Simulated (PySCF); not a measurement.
**F$_{2}$H$_{2}$O$_{2}$Si, SMILES `O[Si](O)(F)F`: what the electrons do**

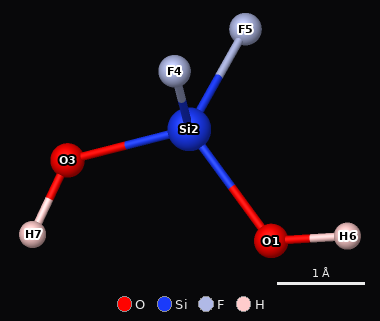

The molecule, with its atoms numbered as below. No frequency check shows the geometry to be a minimum.

Geometry (Å), atoms numbered from 1:

```
O1      -0.7415   -1.4119    0.2132
Si2      0.0187   -0.0149    0.0051
O3       1.5996   -0.2105   -0.0489
F4      -0.5309    0.7144   -1.3027
F5      -0.2953    1.0246    1.1616
H6      -1.6919   -1.4587    0.2753
H7       1.9996   -1.0047   -0.3911
```

## 1. Bonding charge

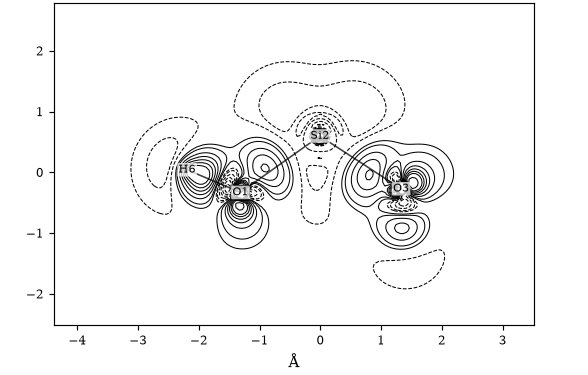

Deformation density (molecule less spherical, spin-averaged free atoms) in the plane of O1, Si2, O3 and H6; contours at ±0.05 to ±0.8 e/Å³; solid lines: gain, dashed lines: loss.

PySCF calculation, B3LYP/def2-SVPD, gas phase; geometry: GFN2-xTB.

Describe the bonding that the map shows.

Answer. O1–H6: +0.78 e/Å³ at the bond critical point (bond length 0.95 Å). Si2–O3: +0.07 e/Å³ at the bond critical point (bond length 1.59 Å); up to 0.6 Å beside the axis the gain reaches +0.40 e/Å³. O1–Si2: +0.07 e/Å³ at the bond critical point (bond length 1.60 Å); up to 0.6 Å beside the axis the gain reaches +0.40 e/Å³. In all, 1.7 electrons gather in the regions of gain relative to the promolecule. A small or negative value marks a very polar bond, one between electron-rich atoms, whose free-atom densities already overlap strongly, a long bond to a heavier atom, or a closed-shell contact such as a hydrogen bond.

Where do the Hirshfeld charges lie?

Answer. The highest Hirshfeld charge is on Si2 (+0.61 e), the lowest on O1 (−0.29 e).

## 2. Bond critical points

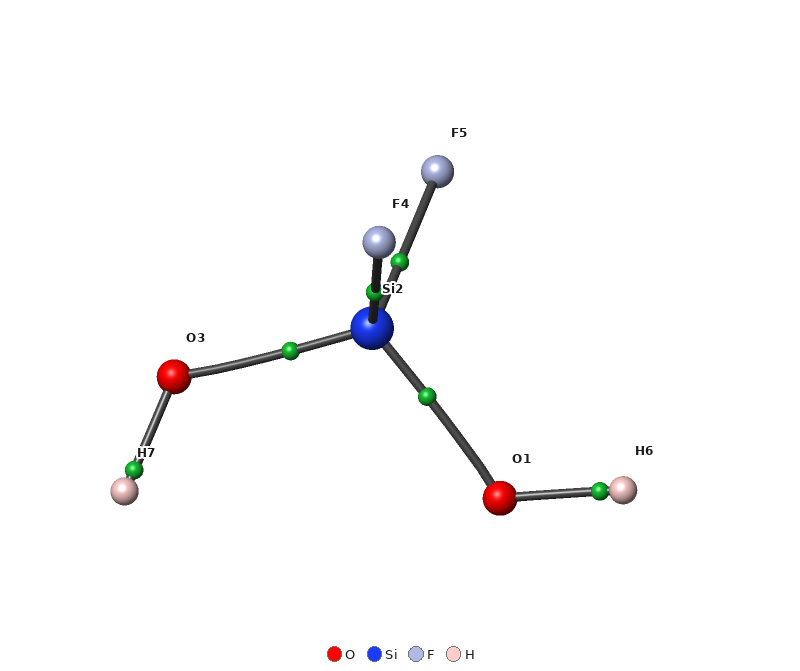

Molecular graph of the electron density (QTAIM): bond paths, bond critical points (green), ring points (magenta, if any); weak paths are dashed.

How many critical points of each kind are there, and does the count close?

Answer. 7 nuclei, 6 bond, 0 ring and 0 cage critical points: 7 − 6 + 0 − 0 = 1, as the Poincaré–Hopf relation requires.

Tabulate density, Laplacian, ellipticity and energy density at the bond critical points (atomic units).

Answer.
| bond | length (Å) | ρ (a.u.) | ∇²ρ (a.u.) | ε | H (a.u.) |
| --- | --- | --- | --- | --- | --- |
| O3–H7 | 0.953 | 0.358 | −2.44 | 0.00 | −0.678 |
| O1–H6 | 0.954 | 0.358 | −2.41 | 0.00 | −0.671 |
| Si2–O3 | 1.594 | 0.144 | +1.21 | 0.07 | −0.026 |
| O1–Si2 | 1.604 | 0.140 | +1.17 | 0.06 | −0.025 |
| Si2–F5 | 1.586 | 0.127 | +1.20 | 0.00 | −0.002 |
| Si2–F4 | 1.595 | 0.124 | +1.16 | 0.00 | −0.003 |

What kind of interaction is O1–H6?

Answer. Shared-shell (covalent): ρ = 0.358, ∇²ρ = −2.41, H = −0.671 a.u.

## 3. Local ionisation energy

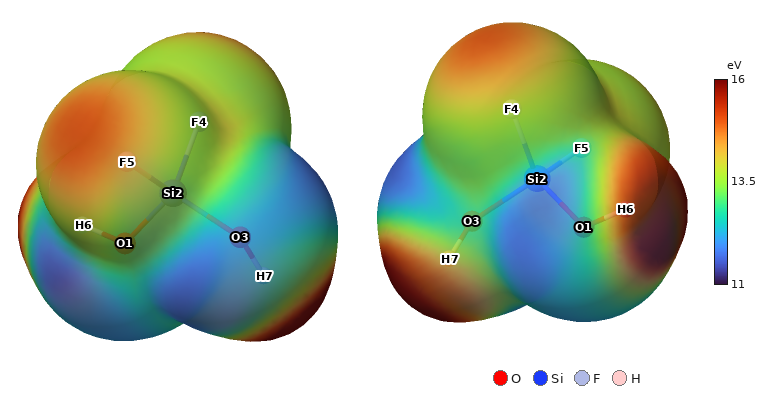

Average local ionisation energy on the surface of electron density 0.001 a.u. (back view left, front view right).

Where are the most loosely bound electrons on this surface?

Answer. The lowest value is 11.5 eV, off the O3–H7 bond (1.9 to 2.0 Å from its atoms). Further minima include 11.6 eV, off the O3–H7 bond (1.9 to 2.0 Å from its atoms). For comparison, the highest occupied orbital lies at −10.1 eV.

What volume does the surface enclose, and what is the dipole moment?

Answer. About 85 Å³; the dipole moment is 2.5 D.

## 4. In an electric field

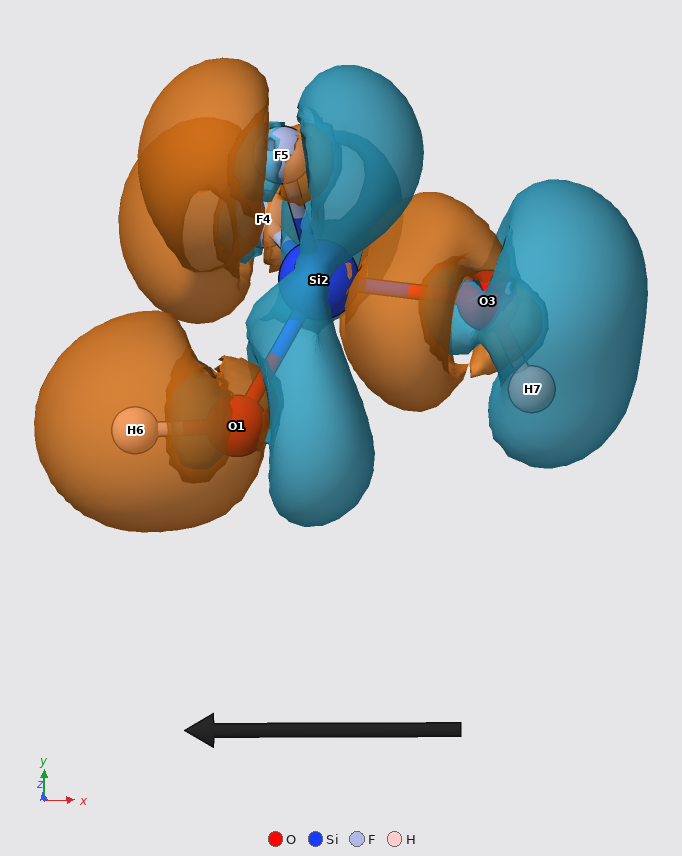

Change of the electron density in a uniform field of 0.21 V/Å along −x (arrow), surfaces at ±0.0008 e/Å³ (light blue: gain, orange: loss).

The field was applied in both directions; the picture shows the one opposite to the script's first.

What dipole is induced, and what polarisability does it imply?

Answer. The induced dipole is 0.33 D (along the field); α along this axis, from the fields in both directions, is 33 bohr³ (4.8 Å³).

## 5. Removing or adding an electron

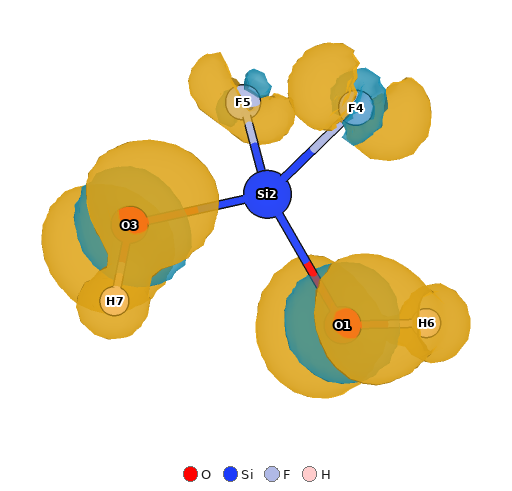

Fukui function f⁻ = ρ(N) − ρ(N−1) at fixed geometry, surfaces at ±0.04 e/Å³ (yellow positive, teal negative).

Computed with PySCF, B3LYP/def2-SVPD, geometry: GFN2-xTB.

On which atoms does the density change most on removal of an electron?

Answer. f⁻ (Hirshfeld-condensed) is largest on O3 (0.25) and O1 (0.24); the vertical ionisation energy is 12.78 eV (the stability of the cation's solution wasn't checked). Condensed values hint at sites of electrophilic attack but needn't mark the atom that reacts. Shares this close don't rank the sites. Orbital relaxation makes it negative in places (0.18 e in all).

The PySCF runs shown took 18 s, 39 s and 59 s on 1 thread of Arm Neoverse N1 (shared host).
